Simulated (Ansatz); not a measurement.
**Ta: pressure series**

Take Ta in the bcc (W type) structure (space group Im-3m, No. 229) as the base.

```cif
data_Ta2
_chemical_formula_sum 'Ta2'
_space_group_name_H-M_alt 'Im-3m'
_space_group_IT_number 229
_space_group_name_Hall '-I 4 2 3'
_cell_length_a 3.31957
_cell_length_b 3.31957
_cell_length_c 3.31957
_cell_angle_alpha 90.000
_cell_angle_beta 90.000
_cell_angle_gamma 90.000
loop_
_atom_site_label
_atom_site_type_symbol
_atom_site_symmetry_multiplicity
_atom_site_Wyckoff_symbol
_atom_site_fract_x
_atom_site_fract_y
_atom_site_fract_z
_atom_site_occupancy
Ta1 Ta 2 a 0.00000 0.00000 0.00000 1
```
(The calculation used a cell of 1 atom; values per cell refer to that cell.)

Cell and atoms are relaxed at each pressure.

All numbers come from Kohn–Sham DFT with the PBE functional, run in Ansatz (an electronic-structure program) with PAW and 420 eV plane waves, without spin-orbit coupling.

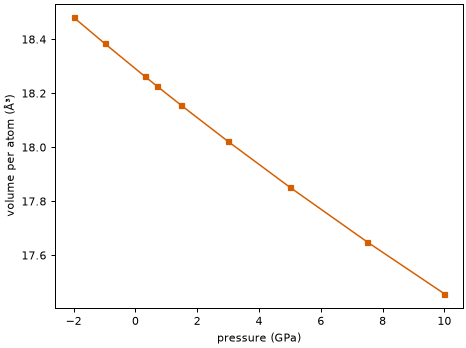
Figure: Volume against pressure

Task: Estimate the zero-pressure bulk modulus from the plot.

Result: About 200 GPa; a third-order Birch–Murnaghan fit to the points gives V₀ = 18.29 Å³/atom, B₀ = 197 GPa and B₀′ = 3.7.

Measured bulk modulus of Ta: 198 GPa (static lattice; corrected from measurement; as listed in H. Levämäki et al., Physical Review B (2014)); the computed value is 1 % below it.

Load acts through the strain it causes; cell and atoms are relaxed under it. Stability against distortions was not tested. Competing high-pressure phases were not computed. All final runs are without spin polarisation.
